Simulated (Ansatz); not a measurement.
**B2SiH+ (quintet): from Hartree-Fock to the top rungs, cc-pVTZ**

Aim: climb from Hartree-Fock through coupled cluster and multireference methods for B2SiH+ (quintet) at one geometry and basis, and see what each rung misses.

Method: cc-pVTZ, core rule «outside noble gas», up to 7 orbitals frozen; program: Ansatz 0.2.0, Gaussian basis.

The runs, in order: UHF; CCSD(T) on ROHF; CCSD(T) on UHF; BCCD(T) on ROHF; CCSDT(Q) on ROHF; CCSDT(Q) on UHF; CASSCF and NEVPT2, 10 electrons in 13 orbitals.

5 further runs of the same task are left out: 5 set aside as unsound or not needed.

### 1 The geometry

The geometry is a PBE0/def2-TZVP stationary point (not a proven minimum) of the parent state, kept for this charge and spin.

4 atoms, charge 1, spin multiplicity 5.

Atoms are counted from 1 here; the program's logs count them from 0.

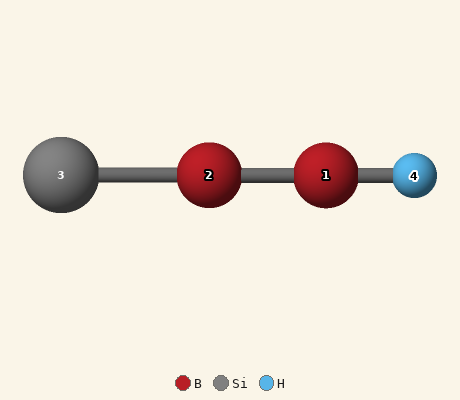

The geometry (boron red, silicon grey, hydrogen blue); atoms are numbered from 1 in the order of the file.

In the tables R marks a restricted open-shell determinant and U an unrestricted one; 'valence' is the active space of 10 electrons in 13 orbitals; energies count from the table's Hartree-Fock row.

### 2 UHF

Input file in.yaml:

```yaml
crystal:
  periodic: [false, false, false]
  atoms:
    - {symbol: B, position_ang: [0.000000, 0.000000, -0.976964]}
    - {symbol: B, position_ang: [0.000000, 0.000000, 0.578505]}
    - {symbol: Si, position_ang: [0.000000, 0.000000, 2.553858]}
    - {symbol: H, position_ang: [0.000000, 0.000000, -2.155400]}
basis:
  gaussian: {orbitals: cc-pVTZ}
total_charge: 1
magnetization: {spin_polarized: true, initial_magnetization: 4}
hamiltonian: {xc: hf}
output: {orbitals: {seedname: orbitals}}
```

Command:

```sh
> ansatz run in.yaml --threads 1 --pin off --events-out ev --progress --plain --max-ram 4096MiB --backend cpu
```

What it wrote:

```text
Functional definition: HF
  name "HF"
  cite "Fock, Z. Phys. 61, 126 (1930) doi:10.1007/BF01340294"
  parent pbe
  exchange = exact_x
  correlation = 0
921 factors; their error is unknown
mean field evaluation 1: about -9206.1184 eV, gradient 1.6e1 eV
mean field evaluation 2: about -9208.5215 eV, gradient 7.4e0 eV
mean field evaluation 4: about -9209.2773 eV, gradient 1.1e0 eV
mean field evaluation 8: about -9209.3306 eV, gradient 1.4e-1 eV
mean field evaluation 16: about -9206.3389 eV, gradient 1.6e1 eV
mean field evaluation 32: about -9206.3351 eV, gradient 6.3e0 eV
mean field evaluation 64: about -9209.3307 eV, gradient 1.4e-1 eV
mean field -9209.54024836 eV, -338.4443616767 hartree, gradient 4.2e-5 eV, S^2 6.018056; 1 other end points of the search recorded, 0 dependent functions left out
reference -9209.54024836 eV, -338.4443616767 hartree; 14, 10 occupied and 94, 98 virtual orbitals, 921 factors
Total energy: -9209.54024836 eV, -338.4443616767 hartree
```

Run time: 2 s. Hardware: 1 thread of AMD EPYC 7R13, shared host.

From the report: ⟨S²⟩ of the determinant 6.018 (pure quintet: 6.00).

### 3 CCSD(T) on ROHF

in.yaml: that of step 2 with these lines changed.

```diff
@@ -10,4 +10,4 @@
 total_charge: 1
-magnetization: {spin_polarized: true, initial_magnetization: 4}
-hamiltonian: {xc: hf}
-output: {orbitals: {seedname: orbitals}}
+magnetization: {spin_polarized: false, initial_magnetization: 4}
+correlation: {method: ccsd_t, electrons: outside_noble_gas}
+output: {forces: true}
```

Command:

```sh
> ansatz run in.yaml --threads 2 --pin off --events-out ev --progress --plain --max-ram 24576MiB --backend cuda --devices 0, --max-vram 18GiB
```

What it wrote, cut to the lines that bear on the results:

```text
Functional definition: HF
  name "HF"
  cite "Fock, Z. Phys. 61, 126 (1930) doi:10.1007/BF01340294"
  parent pbe
[...]
641 factors; integrals over basis functions are off by at most 1.1e-3 eV
[...]
mean field -9209.39145274 eV, -338.4388935384 hartree, gradient 2.0e-6 eV, S^2 6.000000; 5 other end points of the search recorded, 0 dependent functions left out
[...]
determinant -9209.39145274 eV, -338.4388935384 hartree, with singles and doubles -9215.63783719 eV, -338.6684439332 hartree
determinant -9206.54184760 eV, -338.3341724811 hartree, with singles and doubles -9212.97611671 eV, -338.5706275097 hartree
7 core orbitals not correlated: weight in the atoms' cores, before any rotation towards them, 1.000 or more for the frozen orbitals, at most 0.000 for the correlated occupied ones
reference -9209.39145274 eV, -338.4388935384 hartree; 7, 3 occupied and 94, 98 virtual orbitals, 641 factors
second order -5.10321126 eV of doubles, -0.07799317 eV of singles
cycle   1  -6.11650200 eV  change   -4.4e-1 eV  update   2.3e-2
[...]
cycle  14  -6.13906377 eV  change    6.4e-7 eV  update   6.1e-7
perturbative correction -0.30546780 eV, -0.0112257346 hartree
[...]
Total energy: -9215.83598431 eV, -338.6757257055 hartree
Atom 0 at     0.000000     0.000000    -0.976964 Å, force    -0.000000    -0.000000    -0.391525 eV/Å
Atom 1 at     0.000000     0.000000     0.578505 Å, force    -0.000000     0.000000     0.453808 eV/Å
Atom 2 at     0.000000     0.000000     2.553858 Å, force    -0.000000    -0.000000    -0.249417 eV/Å
Atom 3 at     0.000000     0.000000    -2.155400 Å, force     0.000000     0.000000     0.187134 eV/Å
Dipole moment:     0.000000     0.000000    -0.038488 e Å
```

Wall time 8.5 s (1 × H100 (card shared with other runs) with 2 threads of AMD EPYC 7R13, shared host); peak host memory 1 GiB.

From the report: correlation -6.4445 eV; T1 0.033; largest double amplitude 0.07.

### 4 CCSD(T) on UHF

in.yaml: that of step 3 with these lines changed.

```diff
@@ -10,3 +10,3 @@
 total_charge: 1
-magnetization: {spin_polarized: false, initial_magnetization: 4}
+magnetization: {spin_polarized: true, initial_magnetization: 4}
 correlation: {method: ccsd_t, electrons: outside_noble_gas}
```

The command is unchanged.

What it wrote, cut to the lines that bear on the results:

```text
Functional definition: HF
  name "HF"
  cite "Fock, Z. Phys. 61, 126 (1930) doi:10.1007/BF01340294"
  parent pbe
[...]
641 factors; integrals over basis functions are off by at most 1.1e-3 eV
[...]
mean field -9209.54053243 eV, -338.4443721158 hartree, gradient 2.0e-6 eV, S^2 6.018056; 5 other end points of the search recorded, 0 dependent functions left out
determinant -9209.54053243 eV, -338.4443721158 hartree, with singles and doubles -9215.64271570 eV, -338.6686232150 hartree
determinant -9206.65995542 eV, -338.3385128634 hartree, with singles and doubles -9212.97689848 eV, -338.5706562393 hartree
7 core orbitals not correlated: weight in the atoms' cores, before any rotation towards them, 1.000 or more for the frozen orbitals, at most 0.000 for the correlated occupied ones
reference -9209.54053243 eV, -338.4443721158 hartree; 7, 3 occupied and 94, 98 virtual orbitals, 641 factors
second order -4.99505413 eV of doubles, -0.00000000 eV of singles
cycle   1  -5.97790487 eV  change   -4.6e-1 eV  update   2.4e-2
[...]
cycle  14  -5.99925107 eV  change    5.1e-7 eV  update   6.6e-7
perturbative correction -0.29715589 eV, -0.0109202774 hartree
[...]
Total energy: -9215.83693938 eV, -338.6757608037 hartree
Atom 0 at     0.000000     0.000000    -0.976964 Å, force    -0.000000    -0.000000    -0.395933 eV/Å
Atom 1 at     0.000000     0.000000     0.578505 Å, force     0.000000     0.000000     0.470333 eV/Å
Atom 2 at     0.000000     0.000000     2.553858 Å, force    -0.000000    -0.000000    -0.261515 eV/Å
Atom 3 at     0.000000     0.000000    -2.155400 Å, force    -0.000000    -0.000000     0.187114 eV/Å
Dipole moment:    -0.000000    -0.000000    -0.039826 e Å
```

It took 14 s on 1 × H100 (card shared with other runs) with 2 threads of AMD EPYC 7R13, shared host; peak host memory 1 GiB.

From the report: ⟨S²⟩ of the determinant 6.018 (pure quintet: 6.00); correlation -6.2964 eV; T1 0.030; largest double amplitude 0.07.

### 5 BCCD(T) on ROHF

in.yaml: that of step 4 with these lines changed.

```diff
@@ -10,4 +10,3 @@
 total_charge: 1
-magnetization: {spin_polarized: true, initial_magnetization: 4}
-correlation: {method: ccsd_t, electrons: outside_noble_gas}
-output: {forces: true}
+magnetization: {spin_polarized: false, initial_magnetization: 4}
+correlation: {method: bccd_t, electrons: outside_noble_gas}
```

The command is unchanged.

What it wrote, cut to the lines that bear on the results:

```text
Functional definition: HF
  name "HF"
  cite "Fock, Z. Phys. 61, 126 (1930) doi:10.1007/BF01340294"
  parent pbe
[...]
641 factors; integrals over basis functions are off by at most 1.1e-3 eV
[...]
mean field -9209.39145274 eV, -338.4388935384 hartree, gradient 2.0e-6 eV, S^2 6.000000; 5 other end points of the search recorded, 0 dependent functions left out
[...]
determinant -9209.39145274 eV, -338.4388935384 hartree, with singles and doubles -9215.63783719 eV, -338.6684439332 hartree
determinant -9206.54184760 eV, -338.3341724811 hartree, with singles and doubles -9212.97611671 eV, -338.5706275097 hartree
7 core orbitals not correlated: weight in the atoms' cores, before any rotation towards them, 1.000 or more for the frozen orbitals, at most 0.000 for the correlated occupied ones
reference -9209.39145274 eV, -338.4388935384 hartree; 7, 3 occupied and 94, 98 virtual orbitals, 641 factors
second order -5.10321126 eV of doubles, -0.07799317 eV of singles
cycle   1  -6.12088358 eV  change   -4.4e-1 eV  update   2.6e-2
[...]
cycle  12  -6.13455834 eV  change    6.1e-7 eV  update   1.0e-5
perturbative correction -0.31125998 eV, -0.0114385934 hartree
Total energy: -9215.83727106 eV, -338.6757729927 hartree
```

Run time: 9.5 s. Hardware: 1 × H100 (card shared with other runs) with 2 threads of AMD EPYC 7R13, shared host; peak host memory 0.8 GiB.

From the report: correlation -6.4458 eV; largest double amplitude 0.07.

### 6 CCSDT(Q) on ROHF

in.yaml: that of step 5 with these lines changed.

```diff
@@ -11,2 +11,2 @@
 magnetization: {spin_polarized: false, initial_magnetization: 4}
-correlation: {method: bccd_t, electrons: outside_noble_gas}
+correlation: {method: ccsdt_q, electrons: outside_noble_gas}
```

Same command.

What it wrote, cut to the lines that bear on the results:

```text
Functional definition: HF
  name "HF"
  cite "Fock, Z. Phys. 61, 126 (1930) doi:10.1007/BF01340294"
  parent pbe
[...]
1258 factors; integrals over basis functions are off by at most 2.1e-7 eV
[...]
mean field -9209.39146072 eV, -338.4388938318 hartree, gradient 2.2e-6 eV, S^2 6.000000; 5 other end points of the search recorded, 0 dependent functions left out
determinant -9209.39146072 eV, -338.4388938318 hartree, with singles and doubles -9215.63785605 eV, -338.6684446260 hartree
determinant -9206.54185972 eV, -338.3341729266 hartree, with singles and doubles -9212.97613558 eV, -338.5706282031 hartree
7 core orbitals not correlated: weight in the atoms' cores, before any rotation towards them, 1.000 or more for the frozen orbitals, at most 0.000 for the correlated occupied ones
reference -9209.39146072 eV, -338.4388938318 hartree; 7, 3 occupied and 94, 98 virtual orbitals, 1258 factors
second order -5.10322385 eV of doubles, -0.07799331 eV of singles
cycle   1  -5.81848428 eV  change   -6.4e-1 eV  update   8.9e-2
[...]
cycle  21  -6.50104567 eV  change   -6.6e-7 eV  update   5.0e-7
perturbative correction -0.02067286 eV, -0.0007597137 hartree
Total energy: -9215.91317926 eV, -338.6785625673 hartree
```

Wall time 28 s (1 × H100 (card shared with other runs) with 2 threads of AMD EPYC 7R13, shared host); peak host memory 1.1 GiB.

From the report: correlation -6.5217 eV; T1 0.037; largest double amplitude 0.09.

### 7 CCSDT(Q) on UHF

in.yaml: that of step 6 with these lines changed.

```diff
@@ -10,3 +10,3 @@
 total_charge: 1
-magnetization: {spin_polarized: false, initial_magnetization: 4}
+magnetization: {spin_polarized: true, initial_magnetization: 4}
 correlation: {method: ccsdt_q, electrons: outside_noble_gas}
```

The command is unchanged.

What it wrote, cut to the lines that bear on the results:

```text
Functional definition: HF
  name "HF"
  cite "Fock, Z. Phys. 61, 126 (1930) doi:10.1007/BF01340294"
  parent pbe
[...]
1258 factors; integrals over basis functions are off by at most 2.1e-7 eV
[...]
mean field -9209.54054077 eV, -338.4443724224 hartree, gradient 2.5e-6 eV, S^2 6.018056; 5 other end points of the search recorded, 0 dependent functions left out
determinant -9209.54054077 eV, -338.4443724224 hartree, with singles and doubles -9215.64273469 eV, -338.6686239127 hartree
determinant -9206.65996745 eV, -338.3385133056 hartree, with singles and doubles -9212.97691772 eV, -338.5706569462 hartree
7 core orbitals not correlated: weight in the atoms' cores, before any rotation towards them, 1.000 or more for the frozen orbitals, at most 0.000 for the correlated occupied ones
reference -9209.54054077 eV, -338.4443724224 hartree; 7, 3 occupied and 94, 98 virtual orbitals, 1258 factors
second order -4.99506626 eV of doubles, -0.00000000 eV of singles
cycle   1  -5.65961155 eV  change   -6.6e-1 eV  update   9.1e-2
[...]
cycle  21  -6.35524029 eV  change   -6.2e-7 eV  update   5.2e-7
perturbative correction -0.02066044 eV, -0.0007592570 hartree
Total energy: -9215.91644149 eV, -338.6786824523 hartree
```

Run time: 27 s. Hardware: 1 × H100 (card shared with other runs) with 2 threads of AMD EPYC 7R13, shared host; peak host memory 0.99 GiB.

From the report: ⟨S²⟩ of the determinant 6.018 (pure quintet: 6.00); correlation -6.3759 eV; T1 0.035; largest double amplitude 0.09.

### 8 CASSCF and NEVPT2, 10 electrons in 13 orbitals

in.yaml: that of step 7 with these lines changed.

```diff
@@ -10,3 +10,3 @@
 total_charge: 1
-magnetization: {spin_polarized: true, initial_magnetization: 4}
-correlation: {method: ccsdt_q, electrons: outside_noble_gas}
+magnetization: {spin_polarized: false, initial_magnetization: 4}
+correlation: {method: sc_nevpt2, electrons: outside_noble_gas, active_space: {window: {electrons: 10, orbitals: 13}, shells: [{species: B, l: s, shell: 2}, {species: B, l: p, shell: 2}, {species: H, l: s, shell: 1}, {species: Si, l: s, shell: 3}, {species: Si, l: p, shell: 3}]}}
```

Same command.

What it wrote:

```text
Functional definition: HF
  name "HF"
  cite "Fock, Z. Phys. 61, 126 (1930) doi:10.1007/BF01340294"
  parent pbe
  exchange = exact_x
  correlation = 0
1258 factors; integrals over basis functions are off by at most 2.1e-7 eV
mean field evaluation 1: about -9206.3663 eV, gradient 1.7e1 eV
mean field evaluation 2: about -9206.3767 eV, gradient 1.7e1 eV
mean field evaluation 4: about -9209.1283 eV, gradient 3.8e0 eV
mean field evaluation 8: about -9209.3819 eV, gradient 3.7e-1 eV
mean field evaluation 16: about -9209.3915 eV, gradient 2.1e-6 eV
mean field evaluation 32: about -9209.3586 eV, gradient 9.2e-1 eV
mean field -9209.39146072 eV, -338.4388938318 hartree, gradient 2.2e-6 eV, S^2 6.000000; 4 other end points of the search recorded, 0 dependent functions left out
reference -9209.39146072 eV, -338.4388938318 hartree; 14, 10 occupied and 94, 98 virtual orbitals, 1258 factors
state -9212.00694180 eV, -338.5350109887 hartree
state -9212.00694180 eV, -338.5350109887 hartree; corrected -9214.97900749 eV, -338.6442323881 hartree
Total energy: -9214.97900749 eV, -338.6442323881 hartree
Checks for a lower state left out: starts, orbital_swaps
```

It took 15 s on 1 × H100 (card shared with other runs) with 2 threads of AMD EPYC 7R13, shared host; peak host memory 0.81 GiB.

From the report: 122,664 determinants; active occupations 1.98, 1.96, 1.94, 1.01, 0.99, 0.99, 0.98, 0.04, 0.03, 0.03, 0.02, 0.02, 0.01.

### 9 Natural occupations

Natural occupations of the CASSCF valence state about the gap (report; correlated orbitals 1 to 10): 1.978, 1.964, 1.943, 1.007, 0.994, 0.987, 0.975, 0.042, 0.031, 0.029. The count of effectively unpaired electrons, Σ n²(2 − n)², is 4.03; a single determinant of this spin has 4.

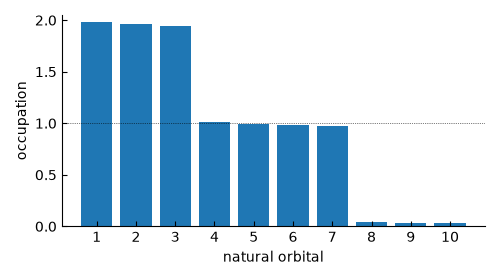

Natural occupations of the CASSCF valence state.

### 10 All levels against the top one

The yardstick is UCCSDT(Q), where the cluster series has nearly closed. Rows without a time come out of other runs: HF, MP2 and CCSD of CCSD(T), CCSDT of CCSDT(Q), CASSCF and MRCISD of the multireference runs. The times of RCCSD(T), UCCSD(T) include forces.

Differences are taken before rounding.

```
        method  energy from the lowest RHF (kJ/mol)  from UCCSDT(Q) (kJ/mol)   time
           RHF                                  0.0                   +629.6       
           UHF                                -14.4                   +615.2       
          RMP2                               -499.9                   +129.7       
          UMP2                               -496.3                   +133.2       
         RCCSD                               -592.3                    +37.2       
         UCCSD                               -593.2                    +36.3       
      RCCSD(T)                               -621.8                     +7.8  8.5 s
      UCCSD(T)                               -621.9                     +7.7   14 s
       BCCD(T)                               -621.9                     +7.6  9.5 s
        RCCSDT                               -627.3                     +2.3       
        UCCSDT                               -627.6                     +2.0       
     RCCSDT(Q)                               -629.3                     +0.3   28 s
     UCCSDT(Q)                               -629.6                        0   27 s
CASSCF valence                               -252.4                   +377.2       
NEVPT2 valence                               -539.1                    +90.4   15 s
```

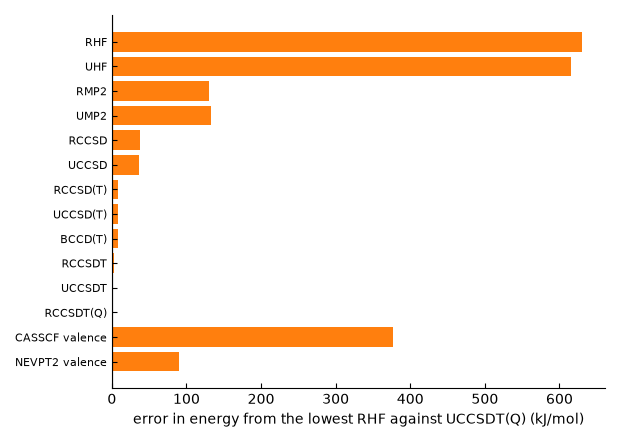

Deviations from UCCSDT(Q), method by method.

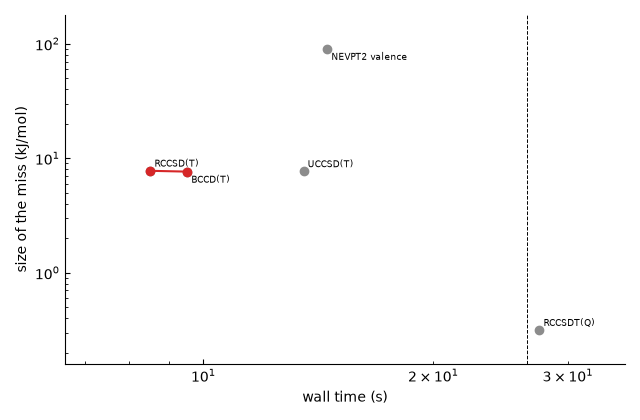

Miss against cost. Red marks the levels that no quicker level drawn beats (of those quicker than the yardstick), and the dashed line is the time of UCCSDT(Q). Times are from a shared host.

### 11 Summary of results

| quantity | value |
| --- | --- |
| UCCSDT(Q) below the RHF energy | -6.5250 eV |
| RMP2 from UCCSDT(Q) | +129.7 kJ/mol |
| UMP2 from UCCSDT(Q) | +133.2 kJ/mol |
| RCCSD from UCCSDT(Q) | +37.2 kJ/mol |
| RCCSD(T) from UCCSDT(Q) | +7.8 kJ/mol |
| UCCSD(T) from UCCSDT(Q) | +7.7 kJ/mol |
| RCCSDT(Q) from UCCSDT(Q) | +0.3 kJ/mol |
| NEVPT2 valence from UCCSDT(Q) | +90.4 kJ/mol |
| levels within 1 kcal/mol (43 meV) | RCCSDT, UCCSDT, RCCSDT(Q) |
| T1 diagnostic | 0.033 |
| effectively unpaired electrons | 4.03 |

In words: RCCSD(T) misses by +7.8 kJ/mol, 1.2 % of the correlation energy. One determinant dominates. These misses are within one basis, not against nature; the frozen cores of restricted and unrestricted runs differ, which can shift their rows.

For cost: BCCD(T) gets within 7.6 kJ/mol in 9.5 s, where UCCSDT(Q) took 27 s; the quickest level in the cost chart, RCCSD(T), takes 8.5 s and misses by 7.8 kJ/mol.
